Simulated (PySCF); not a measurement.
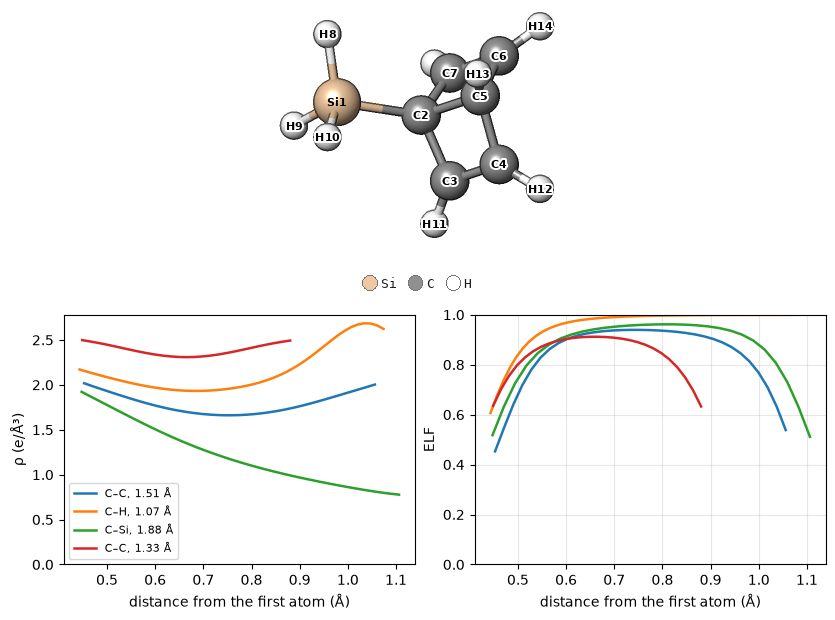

The picture shows: C6H8Si (SMILES [SiH3][C@]12C=C[C@H]1C=C2). Electron density and electron localisation function along straight lines between neighbouring atoms. The curves leave out the atomic cores. The structure is drawn too.

Geometry: GFN2-xTB.

These are results of PBE0/pcSseg-1, SCF density, gas phase, non-relativistic in PySCF 2.14.0, not measurements.

```yaml
atoms:
  - { symbol: Si, position_ang: [1.8482, 0.1826, -0.9548] }
  - { symbol: C, position_ang: [0.3208, -0.0016, 0.1308] }
  - { symbol: C, position_ang: [-0.0461, -1.3499, 0.7110] }
  - { symbol: C, position_ang: [-1.2739, -1.3502, 0.2031] }
  - { symbol: C, position_ang: [-1.1370, 0.0055, -0.4441] }
  - { symbol: C, position_ang: [-1.3745, 1.1666, 0.4893] }
  - { symbol: C, position_ang: [-0.1459, 1.1494, 0.9951] }
  - { symbol: H, position_ang: [1.7758, 1.4704, -1.6458] }
  - { symbol: H, position_ang: [3.0382, 0.1298, -0.1028] }
  - { symbol: H, position_ang: [1.8672, -0.9157, -1.9216] }
  - { symbol: H, position_ang: [0.5142, -2.0148, 1.3416] }
  - { symbol: H, position_ang: [-2.1119, -2.0218, 0.2395] }
  - { symbol: H, position_ang: [-1.3831, 0.1152, -1.4949] }
  - { symbol: H, position_ang: [-2.2624, 1.7446, 0.6680] }
  - { symbol: H, position_ang: [0.3660, 1.6979, 1.7636] }
```

Q: Compare the contacts.

A: C–C (1.51 Å): ρ is about 1.7 e/Å³ halfway; the ELF peaks at about 0.95 between the atoms; localised, covalent bonding.
C–H (1.07 Å): ρ is about 2 e/Å³ halfway; the ELF climbs to about 1 towards the hydrogen, as it does in any bond to H; a covalent bond by its length.
C–Si (1.88 Å): ρ is about 0.92 e/Å³ halfway; the ELF peaks at about 0.95 between the atoms, as expected for a covalent bond.
C–C (1.33 Å): ρ is about 2.3 e/Å³ halfway; the ELF peaks at about 0.90 between the atoms; a short, multiple covalent bond.
